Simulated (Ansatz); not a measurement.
In doubt: masses and optical values from hybrid runs of this build are listed as unsure (in some of the runs), which bears on the screening that GW takes from such a start.

System: SrWO4 (I4_1/a).

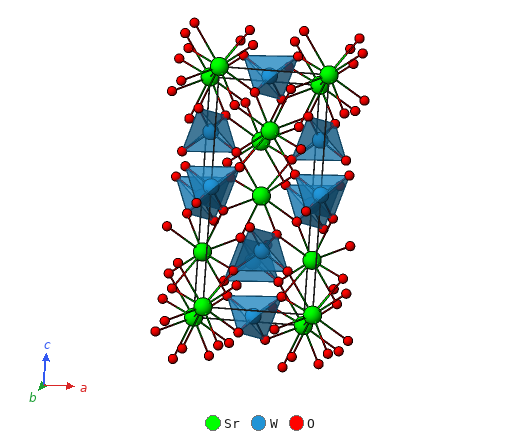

The structure (strontium green, tungsten blue, oxygen red). Some periodic images of atoms are drawn too.

```xyz
12
Lattice="-2.7201 2.7201 5.9699 2.7201 -2.7201 5.9699 2.7201 2.7201 -5.9699" Properties=species:S:1:pos:R:3 pbc="T T T"
Sr    0.0000    2.7201    2.9850
Sr    0.0000    0.0000    0.0000
W     2.7201    0.0000    2.9850
W     0.0000    0.0000    5.9699
O     1.2815   -0.7734    6.9610
O     3.4935    1.2815    3.9761
O     1.9467   -1.2815    3.9761
O     1.4386    3.4935    0.9911
O     4.0016   -0.7734    1.9938
O     0.7734    1.2815    4.9788
O     1.9467    1.4386   -0.9911
O     1.4386    0.7734    1.9938
```

The cell and positions are those that the Materials Project relaxed with its own functionals (PBE, PBE+U or r2SCAN), kept fixed. Spin-orbit coupling is left out unless a run names it. PAW set soft_2, made with PBE.

Gaps computed with Ansatz 0.2.0 without a self-energy: HSE06 5.96 eV, r2SCAN 4.86 eV and PBE0 6.74 eV.

Q: Estimate the G0W0@HSE06 gap with 4×4×4 mesh, 968 empty bands, screening to 180 eV, default PAW files.

About 7.15 eV: on its mesh the run moves the gap from 5.96 eV by +1.19 eV. Among the scalar-relativistic levels given, PBE0 is nearest (−0.41 eV). Bands and cutoff are finite, so the gap is not at the basis limit. The miss can reach some tenths of an eV and take either sign; the mesh is an error of its own. The many-body steps are scalar-relativistic: spin-orbit coupling is not in them.

[Paths, hosts, dates, memory and timing lines, banners, echoed tables and standing remarks are left out of the program output.]

[Logs are printed without paths, hosts, clocks, repeated set-up lines and the standing remarks that a program may print on its own settings, such as how far it seeks lower states.]

[Runs of the session that timed out or met a known fault of the program may be left out.]

[Cells called generated may have been cut or substituted from an entry of the Crystallography Open Database or the Materials Project.]

[Hosts, paths, dates, database ids (printed as entryN), source tags and the programs' standing remarks are cut or masked in the printed files.]
